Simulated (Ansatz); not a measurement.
System: H4HfO4···H2.

Input file:

```
crystal:
  periodic: [false, false, false]
  atoms:
    - { symbol: Hf, position_ang: [-0.241465, 0.155836, -0.438633] }
    - { symbol: O, position_ang: [0.831339, -1.808975, 0.109207] }
    - { symbol: O, position_ang: [-1.04864, -0.106068, -2.188202] }
    - { symbol: O, position_ang: [-1.636286, 0.573609, 0.850841] }
    - { symbol: O, position_ang: [1.040283, 1.610402, -0.523764] }
    - { symbol: H, position_ang: [1.188105, -0.848537, 2.136414] }
    - { symbol: H, position_ang: [1.120894, -0.315936, 2.59686] }
    - { symbol: H, position_ang: [0.815314, -2.480064, -0.603932] }
    - { symbol: H, position_ang: [-1.73759, -0.038532, -2.865873] }
    - { symbol: H, position_ang: [-2.086274, 1.009616, 1.588671] }
    - { symbol: H, position_ang: [1.754322, 2.248649, -0.661789] }
basis:
  gaussian: { orbitals: def2-SVP }
hamiltonian:
  xc: blyp
relax:
  f_tol: 0.03
  max_steps: 50
output:
  orbitals: {}
```

Run with:

```sh
ansatz run input.yaml --threads 2 --pin off --max-ram 3072MiB --backend cpu --events-out ev --progress --plain --runs-dir out
```

The fields are those of the relaxed geometry.

Core potentials replace the inner electrons of Hf.

These are results of Ansatz, RKS BLYP/def2-SVP, not measurements.

Predict the electron density and electron localisation function between the atoms.

O2···H6 (2.56 Å): the density falls to about 0.06 e/Å³ on the way; the ELF dips to about 0.05 between them (a weak contact between the two molecules).
Hf–O (1.95 Å): ρ is about 0.79 e/Å³ halfway; the ELF peaks at about 0.80 in the valence shell of O, 0.6 Å from its nucleus, and drops to about 0.15 between the two atoms.
H–H (0.77 Å): ρ at the midpoint is about 1.7 e/Å³; the ELF is about 1 at the midpoint.
O–H (0.97 Å): the density is about 3.6 e/Å³ at the midpoint; the ELF climbs to about 1 towards the hydrogen, as it does in any bond to H; an ordinary covalent bond to hydrogen.

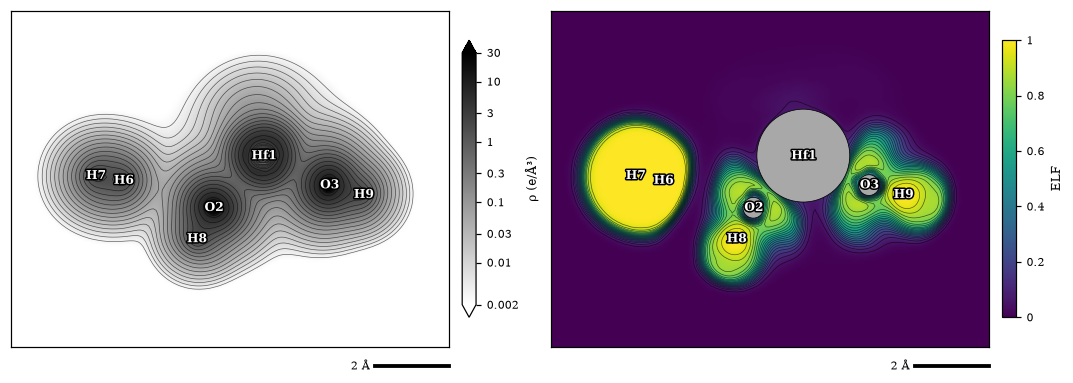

Computed electron density and electron localisation function on the plane of atoms O2, Hf1 and O3, in this order. Grey discs cover the atomic cores in the ELF map. 
